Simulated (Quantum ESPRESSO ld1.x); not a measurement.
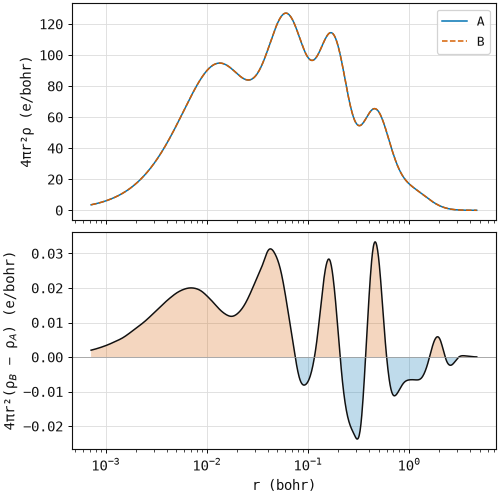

Yb²⁺ (Z = 70, 68 electrons) in [Xe] 4f14 was computed by two methods: PBEsol; Wu-Cohen GGA. Both runs are scalar-relativistic and spherical. Computed with Quantum ESPRESSO ld1.x 7.5.

The plot shows both radial densities and the radial density of run B less that of run A; on the logarithmic r axis, areas aren't charges.

A is PBEsol and B is Wu-Cohen GGA.

Question: Where does the charge move between the methods?

Answer: B holds 0.010 electrons more than A where the difference is positive (most at r = 0.46 bohr) and as many fewer where it is negative (most at r = 0.31 bohr), out of 68 electrons.
